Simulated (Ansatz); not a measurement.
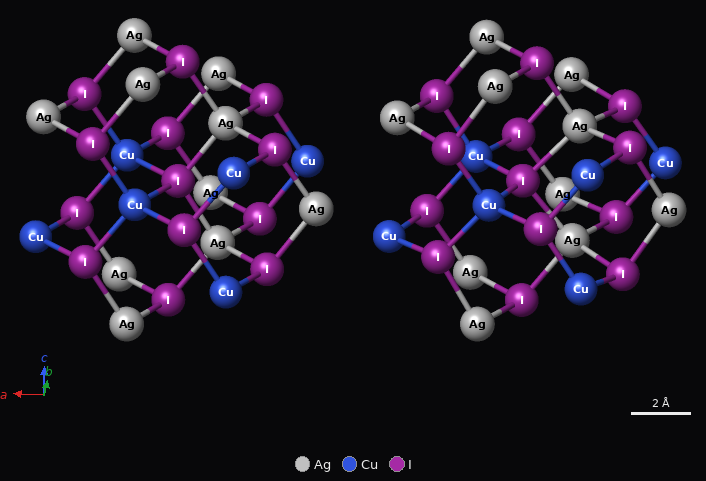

Two geometries of solid Ag20Cu12I32 (a generated structure, set up in P1), drawn at one scale. One is the start of a relaxation, the other its converged end. The picture is a ball-and-stick view of the atoms within 5.8 Å of the atom that moves most (axes of the cell of the calculation), seen from a free direction.

Level of theory: DFT, PBEsol, PAW, plane waves in Ansatz. Settings: plane-wave cutoff 420 eV; k-point mesh 1 × 1 × 1; mesh shifted by (0.25, 0.25, 0.25); no spin polarisation; cell relaxed at fixed shape; force threshold 0.03 eV/Å; at most 80 steps.

### Which of the two is the end point?

The right one is the relaxed one. Over 4 geometry steps the energy falls by 44.1 meV per atom. The largest force component goes from 1.4 to 0.017 eV/Å. Pressure: 0.56 GPa at the start and 0.01 GPa at the end. The atom that moves furthest relative to the cell is an I atom (0.29 Å roughly along +a). Largest moves by element: I 0.29 Å, Ag 0.24 Å, Cu 0.18 Å. The drawn cell changes as follows: a = b = c 12.514 → 12.501 Å (−0.1 %); the volume changes by −0.3 %. Near-neighbour distances that change, for instance: Cu–I 2.768 → 2.579 Å, Cu–I 2.728 → 2.581 Å, Ag–I 2.656 → 2.799 Å, Cu–I 2.735 → 2.599 Å. Among the angles between lasting bonds that change: Ag–I–Ag 111.8° → 98.5°, I–Ag–I 109.5° → 119.1°, I–Ag–I 108.8° → 116.5°. The space group stays P1 (No. 1).
